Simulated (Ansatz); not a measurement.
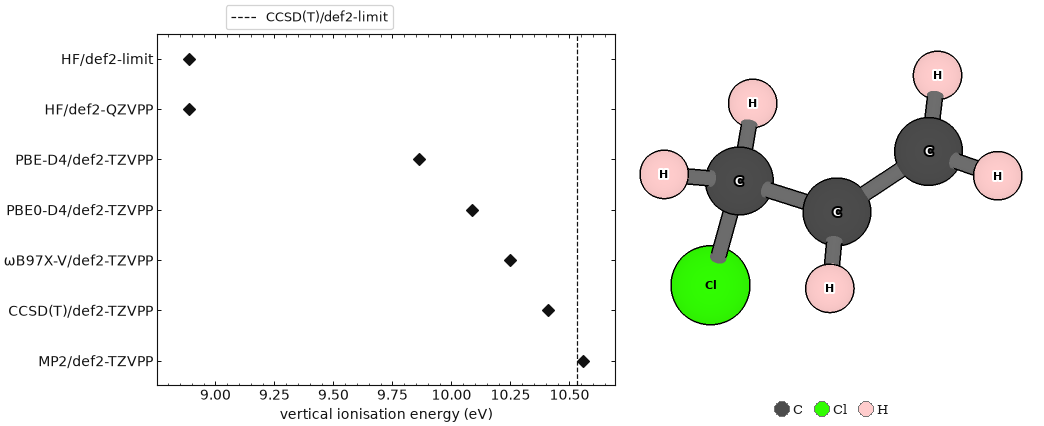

Vertical ionisation energy of C₃H₅Cl, SMILES C=CCCl, taken as the energy of the cation less that of the neutral at fixed geometry (unrestricted doublet cation, cores frozen in correlated methods, no spin-orbit coupling), the Ansatz code, at a PBE0-D4/def2-TZVP geometry (a minimum by its frequencies). Limit means an estimate of the basis limit from triple and quadruple zeta; for coupled cluster it is either extrapolated directly or built as the MP2 limit plus the step from MP2 in triple zeta. The distance of CCSD(T)/def2-TZVPP and MP2/def2-TZVPP to the limit includes basis error.

Question: Which level comes closest to the line (CCSD(T)/def2-limit), and which misses most?

Answer: Closest MP2/def2-TZVPP (10.56 eV), against 10.53 eV; farthest HF/def2-limit (8.89 eV).

Question: What range do the values span, the line included?

Answer: From 8.89 eV (HF/def2-limit) to 10.56 eV (MP2/def2-TZVPP).

Caveats, for all or some of the runs: one conformer of a flexible molecule.
